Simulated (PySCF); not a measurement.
**CuFOH: relaxation and vibrations of the doublet**

Aim: relax CuFOH as a doublet from a bent start, check by its vibrations whether the end is a minimum, and collect its spectrum and constants.

Computed with PySCF 2.14.0. Level: PBE0, basis Cu def2-TZVP, F def2-TZVP, O def2-TZVP, H def2-TZVP, no relativity, density fitting.

## (1) Where the work starts

4 atoms, charge 0, spin multiplicity 2.

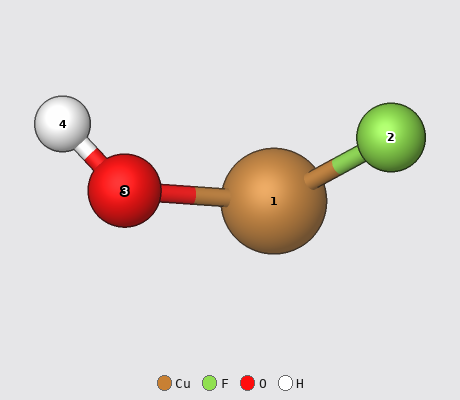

As it starts; copper orange, fluorine green, oxygen red, hydrogen white; atoms are numbered from 1 in the order of the file.

Coordinates in bohr (charge 0 multiplicity 2):
```
Cu    0.0000    0.0000    0.0000
F     2.7244    0.0000    1.9077
O    -2.7089    0.0000    1.8969
H    -3.6642    1.3897    2.5657
```

## (2) The SCF at the typed geometry

The steps below are one call of a driver around PySCF. For each, scf.py gives the equivalent set-up of the SCF; relaxations use the driver's own optimiser. After this first run the driver tries any further starts and a stability analysis.

Contents of scf.py:

```python
from pyscf import gto, scf, dft
mol = gto.M(atom='''
Cu     0.000000     0.000000     0.000000
F      1.441700     0.000000     1.009500
O     -1.433500     0.000000     1.003800
H     -1.939000     0.735400     1.357700''',
    basis={'Cu': 'def2-TZVP', 'F': 'def2-TZVP', 'O': 'def2-TZVP', 'H': 'def2-TZVP'},
    charge=0, spin=1)
mf = dft.UKS(mol, xc='PBE0')
mf.grids.atom_grid = (50, 194)
aux = {'Cu': 'def2-universal-JKFIT', 'F': 'def2-universal-JKFIT', 'O': 'def2-universal-JKFIT', 'H': 'def2-universal-JKFIT'}
mf = mf.density_fit(auxbasis=aux)
mf.conv_tol = 1e-08
mf.diis_space = 10
mf.max_cycle = 60
mf.init_guess = 'minao'
mf.verbose = 4
mf.kernel()
```

The run is started by

```sh
> OMP_NUM_THREADS=4 python axn.py task.json out
```

What it wrote:

```text
init E= -1815.40288140526
[... the frontier-level lines of each cycle are left out ...]
cycle= 1 E= -1813.82496237304  delta_E= 1.58  |g|= 3.16  |ddm|= 1.41
cycle= 2 E= -1805.03972795983  delta_E= 8.79  |g|=  6.6  |ddm|= 4.16
cycle= 3 E= -1815.49140108186  delta_E= -10.5  |g|= 1.19  |ddm|= 3.71
cycle= 4 E= -1814.72219631491  delta_E= 0.769  |g|= 1.57  |ddm|=  1.3
cycle= 5 E= -1815.75339553147  delta_E= -1.03  |g|= 0.431  |ddm|= 1.05
cycle= 6 E= -1815.80841131235  delta_E= -0.055  |g|= 0.207  |ddm|= 0.331
cycle= 7 E= -1815.82130772496  delta_E= -0.0129  |g|= 0.0424  |ddm|= 0.0861
cycle= 8 E= -1815.8219128568  delta_E= -0.000605  |g|= 0.0185  |ddm|= 0.0274
cycle= 9 E= -1815.82205717584  delta_E= -0.000144  |g|= 0.00529  |ddm|= 0.0163
cycle= 10 E= -1815.82210815702  delta_E= -5.1e-05  |g|= 0.00309  |ddm|= 0.0138
cycle= 11 E= -1815.82212454442  delta_E= -1.64e-05  |g|= 0.00283  |ddm|= 0.00682
cycle= 12 E= -1815.82214280741  delta_E= -1.83e-05  |g|= 0.000688  |ddm|= 0.0118
cycle= 13 E= -1815.82214587489  delta_E= -3.07e-06  |g|= 0.000369  |ddm|= 0.00465
cycle= 14 E= -1815.82214712911  delta_E= -1.25e-06  |g|= 0.000247  |ddm|= 0.0028
cycle= 15 E= -1815.82214789356  delta_E= -7.64e-07  |g|= 0.000155  |ddm|= 0.0027
cycle= 16 E= -1815.82214821561  delta_E= -3.22e-07  |g|= 7.93e-05  |ddm|= 0.00221
cycle= 17 E= -1815.82214825942  delta_E= -4.38e-08  |g|= 3.68e-05  |ddm|= 0.000795
cycle= 18 E= -1815.82214826586  delta_E= -6.43e-09  |g|= 3.47e-05  |ddm|= 0.000232
Extra cycle  E= -1815.82214826577  delta_E= 9.03e-11  |g|= 8.96e-05  |ddm|= 7.56e-05
converged SCF energy = -1815.82214826577  <S^2> = 0.75563099  2S+1 = 2.0056231
```

This step, with its further starts and checks, took 13 s on 4 threads of Arm Neoverse V1, shared host.

Energies from each starting density:

```csv
start,energy (Eh)
the minimal-basis guess,-1815.822148
a thermally smeared density,-1815.822148
a smeared PBE density,-1815.822148
```

No lower solution of this spin turned up from the other starts or in the test of internal stability.

## (3) Relaxation: bent start, doublet

The program finds C1 symmetry in the start. Threshold on the gradient: 0.0003 Eh/bohr, with a further test on the energy change.

Changes to scf.py since step 2:

```diff
@@ -3,4 +3,4 @@
-Cu     0.000000     0.000000     0.000000
-F      1.441700     0.000000     1.009500
-O     -1.433500     0.000000     1.003800
-H     -1.939000     0.735400     1.357700''',
+Cu    -0.025342    -0.007492    -0.369985
+F      1.416358    -0.007492     0.639515
+O     -1.458842    -0.007492     0.633815
+H     -1.964342     0.727908     0.987715''',
@@ -16 +15,0 @@
-mf.init_guess = 'minao'
```

Steps of the walk:

```csv
step,energy (Eh),change (kJ/mol),largest gradient (Eh/bohr)
0,-1815.822148,0.00,0.02423
1,-1815.830904,-22.99,0.02297
2,-1815.839498,-45.55,0.02158
3,-1815.841992,-52.10,0.01586
4,-1815.844523,-58.75,0.01953
5,-1815.846117,-62.93,0.00748
6,-1815.846640,-64.30,0.01278
7,-1815.847422,-66.36,0.00830
8,-1815.847664,-66.99,0.00520
9,-1815.847752,-67.22,0.00194
10,-1815.847779,-67.29,0.00054
11,-1815.847783,-67.30,0.00025
12,-1815.847784,-67.31,0.00022
```

The walk took 34 s.

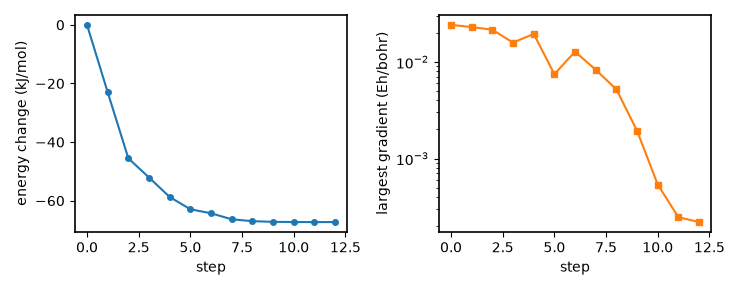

Energy and largest gradient along the walk.

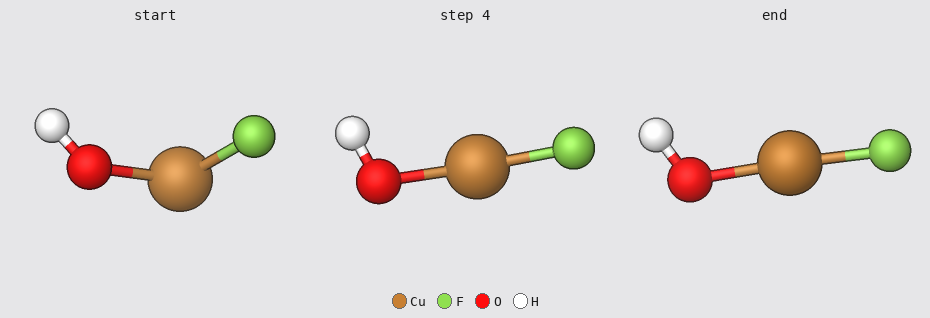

Start and end of the relaxation, with a step between.

It settles in Cs symmetry, 67.3 kJ/mol below the start, after 12 steps: Cu–F 1.728 Å, Cu–O 1.733 Å, O–H 0.962 Å; Cu–O–H 117.5°, F–Cu–O 177.6°.

## (4) Vibrations and properties at this point

On the finer grid the gradient is checked again; gradients at displacements of ±0.02 bohr then give force constants and infrared intensities.

Changes to scf.py since step 3:

```diff
@@ -3,4 +3,4 @@
-Cu    -0.025342    -0.007492    -0.369985
-F      1.416358    -0.007492     0.639515
-O     -1.458842    -0.007492     0.633815
-H     -1.964342     0.727908     0.987715''',
+Cu    -0.029362     0.005594     0.004698
+F      1.694754    -0.057663    -0.096392
+O     -1.760845     0.004580     0.063684
+H     -2.187794     0.718096     0.548639''',
@@ -10 +10 @@
-mf.grids.atom_grid = (50, 194)
+mf.grids.atom_grid = (75, 302)
@@ -13 +13 @@
-mf.conv_tol = 1e-08
+mf.conv_tol = 1e-10
```

The driver hands on the density of the step before, so the log starts near convergence.

Log of the central SCF (cycles and frontier levels):

```text
init E= -1815.8477080089
[... the frontier-level lines of each cycle are left out ...]
cycle= 1 E= -1815.84770800883  delta_E= 7.19e-11  |g|= 2.17e-05  |ddm|= 1.28e-05
cycle= 2 E= -1815.84770800849  delta_E= 3.4e-10  |g|= 4.97e-05  |ddm|= 2.4e-05
cycle= 3 E= -1815.84770800891  delta_E= -4.21e-10  |g|= 9.9e-06  |ddm|= 1.67e-05
cycle= 4 E= -1815.84770800895  delta_E= -4.32e-11  |g|= 1.47e-06  |ddm|= 4.11e-06
Extra cycle  E= -1815.84770800893  delta_E= 1.64e-11  |g|= 2.86e-06  |ddm|= 3.07e-06
converged SCF energy = -1815.84770800893  <S^2> = 0.75675061  2S+1 = 2.0067393
```

The whole step took 73 s.

Geometry: Cs; Cu–F 1.728 Å, Cu–O 1.732 Å, O–H 0.963 Å; Cu–O–H 117.4°, F–Cu–O 177.4°.

Harmonic modes (main isotopes):

```json
{"symmetry": "a''", "ω (cm⁻¹)": "74", "IR (km/mol)": "19.7", "μ (u)": "11.59"}
{"symmetry": "a'", "ω (cm⁻¹)": "191", "IR (km/mol)": "14.9", "μ (u)": "9.55"}
{"symmetry": "a'", "ω (cm⁻¹)": "601", "IR (km/mol)": "19.4", "μ (u)": "11.53"}
{"symmetry": "a'", "ω (cm⁻¹)": "709", "IR (km/mol)": "117", "μ (u)": "1.16"}
{"symmetry": "a'", "ω (cm⁻¹)": "773", "IR (km/mol)": "81.8", "μ (u)": "14.06"}
{"symmetry": "a'", "ω (cm⁻¹)": "3861", "IR (km/mol)": "144", "μ (u)": "1.07"}
```

No imaginary mode, so this is a minimum.

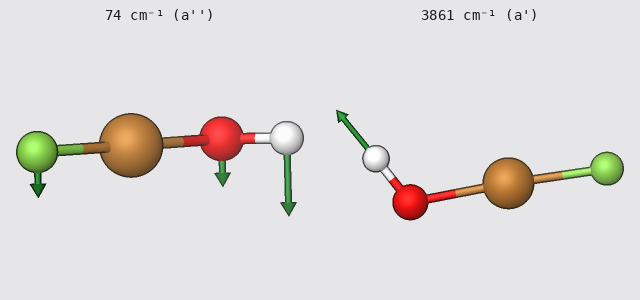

How the atoms move in 2 of the modes.

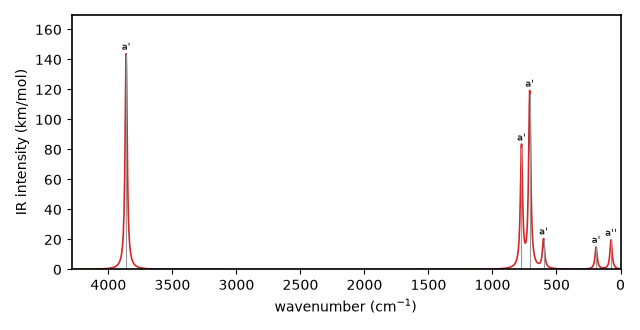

The harmonic infrared spectrum (widths in cm⁻¹). Lines are broadened to a width of 20 cm⁻¹ (Lorentzian).

Constants and moments:

- Dipole moment: 2.91 D
- Highest occupied level: -9.13 eV
- Lowest empty level: -5.06 eV
- Rotational constants: 25.22, 0.1539, 0.153 cm⁻¹
- Zero-point energy: 37.1 kJ/mol
- Principal polarisabilities: 18.4, 18.5, 54.9 bohr³
- Atomisation energy without zero-point energy: 1070 kJ/mol
- Principal traceless quadrupole moments about the centre of mass: -9.36, 2.77, 6.59 D Å
- Entropy at 298.15 K and 1 bar (electronic part: spin only): 288.2 J/(mol K)
- Heat capacity Cp at 298.15 K: 59.9 J/(mol K)
- Enthalpy at 298.15 K above 0 K: 14.42 kJ/mol
- Rotational symmetry number: 1
- Spin squared ⟨S²⟩: 0.757

Populations by atom (charges in e):

```json
{"atom": "Cu1", "Mulliken": "0.73", "Löwdin": "0.45", "polar tensor": "0.99", "spin (Mulliken)": "0.56", "Mayer order to Cu1": "–"}
{"atom": "F2", "Mulliken": "-0.49", "Löwdin": "-0.33", "polar tensor": "-0.68", "spin (Mulliken)": "0.11", "Mayer order to Cu1": "0.85"}
{"atom": "O3", "Mulliken": "-0.58", "Löwdin": "-0.29", "polar tensor": "-0.62", "spin (Mulliken)": "0.34", "Mayer order to Cu1": "1.11"}
{"atom": "H4", "Mulliken": "0.33", "Löwdin": "0.17", "polar tensor": "0.31", "spin (Mulliken)": "-0.01", "Mayer order to Cu1": "0.02"}
```

Mulliken populations on Cu1: s 6.59, p 12.28, d 9.40, f 0.00.

## (5) Results

| quantity | value |
| --- | --- |
| minimum | doublet, Cs |
| geometry | Cu–F 1.728 Å, Cu–O 1.732 Å, O–H 0.963 Å; Cu–O–H 117.4°, F–Cu–O 177.4° |
| wavenumbers (cm⁻¹) | 74 (a''), 191 (a'), 601 (a'), 709 (a'), 773 (a'), 3861 (a') |
| dipole moment | 2.91 D |
| highest occupied, lowest empty level (either spin) | -9.13, -5.06 eV |
| polar-tensor charge of Cu1 | +0.99 e |
| zero-point energy | 37.1 kJ/mol |
| entropy at 298.15 K | 288.2 J/(mol K) |
| atomisation energy (no zero-point energy) | 1070 kJ/mol |
| ⟨S²⟩ | 0.757 |

In words: From C1 at the start the molecule goes to a Cs minimum. The strongest infrared band lies at 3861 cm⁻¹ (a'). Most of the spin sits on Cu1 (Mulliken spin 0.56, against 1 for the whole molecule). Only this shape and spin were tried, so other structures or states may lie lower. One determinant may miss the lowest occupation of an open d or f shell.

The search up to here took 2 min.
